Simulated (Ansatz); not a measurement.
## Changed inputs in constrained RPA: NdTlTe2 (R-3m)

What does U in NdTlTe2 (R-3m) depend on besides the window?

Calculated with Ansatz 0.2.0; constrained RPA on LDA, plane waves, PAW.

## 1. Starting point

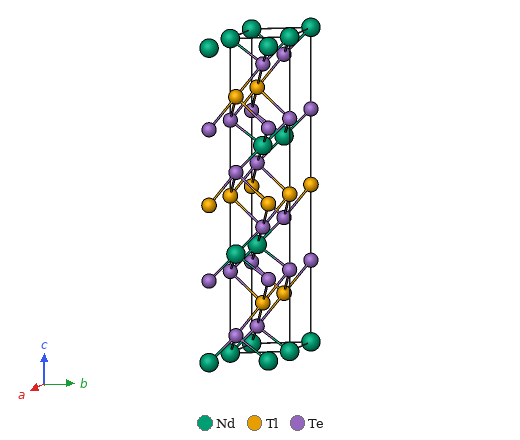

The starting structure, seen slightly off an axis (neodymium teal, thallium orange, tellurium purple). 2×1×1 cells are drawn. This picture shows the conventional cell, with its axes. Bonds to atoms that aren't drawn are left out. Some periodic images of atoms are drawn too.

As a file:

```cif
data_structure
_symmetry_space_group_name_H-M 'R-3m:H'
_symmetry_Int_Tables_number 166
_cell_length_a 4.5809
_cell_length_b 4.5809
_cell_length_c 24.3192
_cell_angle_alpha 90.000
_cell_angle_beta 90.000
_cell_angle_gamma 120.000
_cell_volume 441.96
loop_
_atom_site_label
_atom_site_type_symbol
_atom_site_symmetry_multiplicity
_atom_site_Wyckoff_symbol
_atom_site_fract_x
_atom_site_fract_y
_atom_site_fract_z
_atom_site_occupancy
Nd1 Nd 3 a 0.00000 0.00000 0.00000 1
Tl1 Tl 3 b 0.33333 0.66667 0.16667 1
Te1 Te 6 c 0.00000 0.00000 0.25951 1
```

The cell and positions are those that the Materials Project relaxed with its own functionals (PBE, PBE+U or r2SCAN), kept fixed. Spin-orbit coupling is left out unless a step names it. The default PAW set here is soft_2. Its files were made with PBE.

## 2. Base: Nd f, bands v2 to c5, 4×4×4 mesh, medium accuracy

Constrained RPA screens the interaction with every transition except those inside the target bands, which a later many-body model would treat itself.

Contents of input.yaml:

```yaml
crystal:
  lattice:
    - [3.60049823, 6.83967717, -3.60049823]
    - [6.83967717, 3.60049823, -3.60049823]
    - [3.60049823, 3.60049823, -6.83967717]
  atoms:
    - { symbol: Nd, position: [0.0, 0.0, 0.0] }
    - { symbol: Tl, position: [0.5, 0.5, 0.5] }
    - { symbol: Te, position: [0.74048918, 0.74048918, 0.74048918] }
    - { symbol: Te, position: [0.25951082, 0.25951082, 0.25951082] }
kpoints:
  mp_grid: { grid: [8, 8, 8] }
hamiltonian:
  xc: lda
scf:
  occupations: { method: gaussian, width: 0.08 }
  n_extra_bands: 21
  max_iter: 150
output:
  crpa:
    kmesh: [4, 4, 4]
    target_bands: [v2, c5]
    projections: [{ species: Nd, l: f, shell: 4 }]
  local_orbitals:
    kmesh: [8, 8, 8]
    orbitals: [{ species: Nd, l: f, shell: 4 }]
    window: { bands: [v2, c5] }
    seedname: lo
```

The run is started by

```sh
$ ansatz run input.yaml --threads 4 --pin off --max-ram 9216MiB --backend cpu --events-out ev --progress --plain --runs-dir out
```

Numbers of over 12 decimals in the logs are rounded to 6 here.

What it wrote:

```text
Nd: projections on atomic orbitals take those of the free atom [Kr 4d10] 4f4 5s2 5p6 5d0 6s2, of charge +0.00 (hamiltonian.pseudopotentials.projection_atoms); the dataset's partial waves leave at most 1.1e-3 of an orbital's norm unspanned inside its sphere
scf.n_extra_bands = 21 over 30 filled bands (N_el = 59.0): the run solves 51 bands
Engine: ansatz 0.2.0, aarch64-unknown-linux-gnu
Pseudopotentials: kind: paw
Pseudopotential: Nd, paw, valence charge 14, recommended cutoff 420 eV (normal), Nd.paw.azcp
Pseudopotential: Tl, paw, valence charge 13, recommended cutoff 420 eV (normal), Tl.paw.azcp
Pseudopotential: Te, paw, valence charge 16, recommended cutoff 420 eV (normal), Te.paw.azcp
Functional definition: SPW92
  exchange = slater_x
  correlation = pw_c
Crystal: 4 atoms, lattice volume = 147.319 Å³
Basis set: ecut = 420 eV, 2907 PW (Γ)
Bands: 51, of which v1, the nominal top of the filled ones, is band 30 counted from 1 (29 counted from 0)
Symmetry: 12 space group operations
Space group: R-3m (ITA 166), of the structure as read, at distance tolerance 5.3e-5 Å
k-points: 65 of 512
Non-local potential: Nd, projectors of the file, l = 0: 3, l = 1: 2, l = 2: 2, l = 3: 3
Non-local potential: Tl, projectors of the file, l = 0: 2, l = 1: 2, l = 2: 2, l = 3: 1
Non-local potential: Te, projectors of the file, l = 0: 2, l = 1: 2, l = 2: 2, l = 3: 2
PAW form: soft (Blöchl's): semilocal exchange-correlation on the pseudo side does not see the compensation charge
PAW frozen core: Nd, regenerated for the run's functional, and the local potential with it (the file was generated under x = pbe(κ = 0.804, μ = 0.219515), c = pbe(β = 0.066725))
PAW frozen core: Tl, regenerated for the run's functional, and the local potential with it (the file was generated under x = pbe(κ = 0.804, μ = 0.219515), c = pbe(β = 0.066725))
PAW frozen core: Te, regenerated for the run's functional, and the local potential with it (the file was generated under x = pbe(κ = 0.804, μ = 0.219515), c = pbe(β = 0.066725))
PAW one-centre angular grid: Nd, 590 points (default); XC on 64 Gauss nodes
PAW one-centre angular grid: Tl, 590 points (default); XC on 64 Gauss nodes
PAW one-centre angular grid: Te, 590 points (default); XC on 64 Gauss nodes
Initial density: superposition of atomic densities (neutral atoms: chi_scale 0, normalization atom), corrected by the library's trained network
Initial wavefunctions: pseudopotential atomic-orbital guess
Functional: x = slater, c = lda
SCF iter   1: F=—  HF=-31946.828904 eV  |F-HF|=—  |Δ(HF+E_count)|=         —  Δρ=5.13e-3  dr2=1.91e-2  ethr=1.77e-3  ⟨swp⟩=6.0  Hψ=14645  notcnv=0  defer=344
[...]
cRPA screening: q 1/64
cRPA screening: q 2/64
cRPA screening: q 8/64 (q-point 3)
cRPA screening: q 11/64 (q-point 6)
cRPA screening: q 17/64 (q-point 7)
cRPA screening: q 29/64 (q-point 8)
cRPA screening: q 35/64 (q-point 11)
cRPA screening: q 38/64 (q-point 22)
cRPA screening: q 40/64 (q-point 23)
cRPA screening: q 46/64 (q-point 24)
cRPA screening: q 52/64 (q-point 27)
cRPA screening: q 58/64 (q-point 28)
cRPA screening: q 64/64 (q-point 43)
SCF converged after 13 iterations
Free energy (F): -31946.821447 eV
Harris-Foulkes:  -31946.821447 eV  (|F-HF|=1.75e-8)
Internal energy: -31946.643477 eV  (E = F + TS)
E sigma→0 (E₀):  -31946.732462 eV
Entropy (-TS):   -0.177970 eV (-44.492 meV/atom)
Fermi energy:    7.934157 eV
--- Per-component energies (eV) ---
  E_band       = -630.861278
  E_kinetic    = 1052.756068
  E_local      = -4715.938783  (includes V_loc(G=0)·N_el)
  E_nonlocal   = -233.739115
  E_hartree    = 2463.334421
  E_xc         = -697.901615
  E_vxc        = -592.811249  (∫ρ·V_xc dr)
  E_paw        = -24504.315253  (= ΣΔE_a)
  E_vpaw       = -1067.797434  (= ΣTr[D̂ρ^β])
  E_aug_tail   = -0.000362  (compensation charges beyond the density's cutoff)
  E_ewald      = -5312.766009
  E_core_change = 1.927171  (= ΣΔE_core)
  E_smearing   = -0.177970  (= −TS)
  E_closure    = -0.000000  (closes the sum)
  Σ components = -31946.821447   (vs F -31946.821447, Δ=0.00e0)
--- Band table (eV; the first three rows and the last of 65) ---
  k-point 0: bands = [... 26 lower, 6.8124, 6.8124, 7.9354, 7.9738, 7.9738, 8.0314, 8.2740, 8.3609, ... 17 higher]
  k-point 1: bands = [... 26 lower, 6.7269, 6.8877, 7.9407, 7.9726, 7.9731, 8.0256, 8.2120, 8.2624, ... 17 higher]
  k-point 2: bands = [... 26 lower, 6.5833, 6.7875, 7.9504, 7.9630, 7.9652, 8.0012, 8.0328, 8.1614, ... 17 higher]
  k-point 64: bands = [... 26 lower, 6.8848, 7.4458, 7.9358, 7.9746, 7.9746, 8.0314, 8.4100, 8.4100, ... 17 higher]
--- cRPA (band scheme, projected local orbitals): target bands 29..35 (1-based), 7 Wannier function(s), 4×4×4 mesh, 70 bands' worth read of 75 solved, ecut_chi 136.0 eV, v(q+G=0) probe_charge, pair densities all_electron ---
  bands read: the sum over 70 bands ends inside a degenerate multiplet in 2 slots, whose members it reads at an even weight; the widest, k=21: bands 70 to 71 (counted from 1) at 1/2 each
  χ-basis size per q: N_G = 521..556
  window electrons = 3.0000, filled by tetrahedron_uncorrected; constrained ε̄⁻¹(q = 0, 0) head = 0.096150; min gauge Gram eig = 0.4161
  Kanamori averages over each shell's own Wannier functions (sites counted from 0, functions from 1):
    Site 0, 4F, 7 of 7 f orbitals (Wannier functions 1, 2, 3, 4, 5, 6, 7; wannier90's mr 1, 2, 3, 4, 5, 6, 7):
      screened: U = 2.7226 eV, U' = 1.7539 eV, J = 0.4797 eV
      screened f-shell averages: U_bar = F0 = 1.8923 eV, J_bar = 0.6181 eV
      screened, to within: U = 2.7e-3 eV, U' = 2.7e-3 eV, J = 7.2e-4 eV
      screened f-shell averages, to within: U_bar = 1.5e-3 eV, J_bar = 9.3e-4 eV
      bare: V = 24.2646 eV, V' = 22.8688 eV, J = 0.6501 eV
      bare f-shell averages: V_bar = F0 = 23.0682 eV, J_bar = 0.8495 eV
  Hermiticity witness max|P − P†| over intra, direct and exchange elements: 1.78e-14 eV (screened), 3.55e-15 eV (bare)
  Reality witness max|Im| over intra, direct and exchange elements: 9.84e-16 eV (screened), 1.45e-18 eV (bare)
```

Run time: 20 min. Hardware: 4 threads of Arm Neoverse V2, shared host; peak memory 1.7 GiB.

Numbers from this step:

```yaml
u: 2.723 eV
u_prime_inter_orbital: 1.754 eV
j: 0.4797 eV
bare_v: 24.26 eV
bare_j: 0.6501 eV
stated_bound_on_u: 0.002667 eV
u_over_bare_v: 0.1122
electrons_in_the_window: 3.000
head_of_the_constrained_inverse_dielectric_matrix: 0.09615
least_eigenvalue_of_the_projection_s_overlap: 0.4161
target_functions: 7
bands_in_the_sums: 70
r_m_s_miss_of_the_model_bands: 0.002311 eV
width_of_the_target_bands: 0.7211 eV
weight_of_the_projected_orbitals_in_the_window: 0.9327
```

On the Nd f shell, screening brings the on-site interaction from 24.3 eV down to U = 2.72 eV.

## 3. Changed: 2×2×2 mesh

input.yaml, as its differences from that of step 2:

```diff
@@ -20,9 +20,4 @@
   crpa:
-    kmesh: [4, 4, 4]
+    kmesh: [2, 2, 2]
     target_bands: [v2, c5]
     projections: [{ species: Nd, l: f, shell: 4 }]
-  local_orbitals:
-    kmesh: [8, 8, 8]
-    orbitals: [{ species: Nd, l: f, shell: 4 }]
-    window: { bands: [v2, c5] }
-    seedname: lo
```

What it wrote:

```text
[...]
Crystal: 4 atoms, lattice volume = 147.319 Å³
Basis set: ecut = 420 eV, 2907 PW (Γ)
Bands: 51, of which v1, the nominal top of the filled ones, is band 30 counted from 1 (29 counted from 0)
Symmetry: 12 space group operations
[...]
k-points: 65 of 512
[...]
SCF iter   1: F=—  HF=-31946.828904 eV  |F-HF|=—  |Δ(HF+E_count)|=         —  Δρ=5.13e-3  dr2=1.91e-2  ethr=1.77e-3  ⟨swp⟩=6.0  Hψ=14645  notcnv=0  defer=344
[...]
SCF iter  13: F=-31946.821447 eV  HF=-31946.821447 eV  |F-HF|=1.75e-8  |Δ(HF+E_count)|=   2.37e-8  Δρ=4.62e-6  dr2=1.41e-8  ethr=1.69e-10  ⟨swp⟩=11.2  Hψ=12661  notcnv=0
SCF 1 converged in 13 iterations: F = -31946.821447 eV  dr2 = 1.41e-8
[...]
NSCF: frozen V_eff on 4 k-points
[...]
cRPA screening: q 1/8
cRPA screening: q 2/8
cRPA screening: q 5/8 (q-point 4)
cRPA screening: q 8/8
SCF converged after 13 iterations
Free energy (F): -31946.821447 eV
[...]
Internal energy: -31946.643477 eV  (E = F + TS)
E sigma→0 (E₀):  -31946.732462 eV
Entropy (-TS):   -0.177970 eV (-44.492 meV/atom)
Fermi energy:    7.934157 eV
[...]
--- Band table (eV; the first three rows and the last of 65) ---
  k-point 0: bands = [... 26 lower, 6.8124, 6.8124, 7.9354, 7.9738, 7.9738, 8.0314, 8.2740, 8.3609, ... 17 higher]
  k-point 1: bands = [... 26 lower, 6.7269, 6.8877, 7.9407, 7.9726, 7.9731, 8.0256, 8.2120, 8.2624, ... 17 higher]
  k-point 2: bands = [... 26 lower, 6.5833, 6.7875, 7.9504, 7.9630, 7.9652, 8.0012, 8.0328, 8.1614, ... 17 higher]
  k-point 64: bands = [... 26 lower, 6.8848, 7.4458, 7.9358, 7.9746, 7.9746, 8.0314, 8.4100, 8.4100, ... 17 higher]
[...]
χ-basis size per q: N_G = 524..556
[...]
screened: U = 2.1287 eV, U' = 1.2557 eV, J = 0.4424 eV
      screened f-shell averages: U_bar = F0 = 1.3804 eV, J_bar = 0.5671 eV
      screened, to within: U = 2.8e-3 eV, U' = 2.8e-3 eV, J = 6.8e-4 eV
      screened f-shell averages, to within: U_bar = 1.6e-3 eV, J_bar = 8.7e-4 eV
      bare: V = 23.8557 eV, V' = 22.4872 eV, J = 0.6378 eV
      bare f-shell averages: V_bar = F0 = 22.6827 eV, J_bar = 0.8333 eV
[...]
```

The job ended after 81 s (4 threads; peak memory 1.5 GiB).

Numbers from this step:

| Quantity | Value |
| --- | --- |
| U | 2.129 eV |
| U prime (inter-orbital) | 1.256 eV |
| J | 0.4424 eV |
| bare V | 23.86 eV |
| bare J | 0.6378 eV |
| stated bound on U | 0.002730 eV |
| U over bare V | 0.08923 |
| electrons in the window | 3.000 |
| head of the constrained inverse dielectric matrix | 0.09627 |
| least eigenvalue of the projection's overlap | 0.4161 |
| target functions | 7 |
| bands in the sums | 70 |
| width of the target bands | 0.7211 eV |
| weight of the projected orbitals in the window | 0.9327 |

On the Nd f shell, screening brings the on-site interaction from 23.9 eV down to U = 2.13 eV.

## 4. Changed: a keyword of another program

input.yaml, as its differences from that of step 3:

```diff
@@ -20,4 +20,5 @@
   crpa:
-    kmesh: [2, 2, 2]
+    kmesh: [4, 4, 4]
     target_bands: [v2, c5]
     projections: [{ species: Nd, l: f, shell: 4 }]
+    NCRPA_BANDS: 1
```

What it wrote:

```text
Error: YAML parse error: error: line 24 column 5: unknown field `NCRPA_BANDS`, expected one of accuracy, bounded_pairs, pair_densities, n_empty_bands, n_guard_bands, ecut_chi, kmesh, target_bands, projections
  --> <input>:24:5
   |
22 |     target_bands: [v2, c5]
23 |     projections: [{ species: Nd, l: f, shell: 4 }]
24 |     NCRPA_BANDS: 1
   |     ^ unknown field `NCRPA_BANDS`, expected one of accuracy, bounded_pairs, pair_densities, n_empty_bands, n_guard_bands, ecut_chi, kmesh, target_bands, projections
```

It took 0.02 s on 4 threads; peak memory 0.023 GiB.

The input was rejected at the start.

The program's message: “Error: YAML parse error: error: line 24 column 5: unknown field `NCRPA_BANDS`, expected one of accuracy, bounded_pairs, pair_densities, n_empty_bands, n_guard_bands, ecut_chi, kmesh, target_bands, pro …”

The fault put into this input: a keyword of another program.

## 5. Side by side

Times are wall times on 4 threads of Arm Neoverse V2, shared host, good to a factor of about two.

| run | bare V (eV) | U (eV) | J (eV) | bound on U (eV) | width (eV) | time |
| --- | --- | --- | --- | --- | --- | --- |
| target window | 24.26 | 2.723 | 0.480 | 0.0027 | 0.72 | 20 min |
| 2×2×2 mesh | 23.86 | 2.129 | 0.442 | 0.0027 | 0.72 | 81 s |

## 6. What came out

```json
{
 "target window": "U 2.72 eV, J 0.48 eV",
 "2×2×2 mesh": "U 2.13 eV, J 0.44 eV"
}
```

**Reading.** 2×2×2 mesh moves U by −0.59 eV at 0.068 times the time. The printed bound covers the solver alone, not the mesh, and no denser mesh than the base was run. The parent state is non-magnetic and the interaction static (zero frequency); U depends on the window and the orbitals, so it belongs to this model alone. Spin-orbit coupling, which is strong for atoms this heavy, is left out.

[Paths, hosts, dates, memory and timing lines, banners, echoed tables and standing remarks are left out of the program output.]

[Logs are printed without paths, hosts, clocks, repeated set-up lines and the standing remarks that a program may print on its own settings, such as how far it seeks lower states.]

[Runs of the session that timed out or met a known fault of the program may be left out.]

[Hosts, paths, dates, database ids (printed as entryN), source tags and the programs' standing remarks are cut or masked in the printed files.]
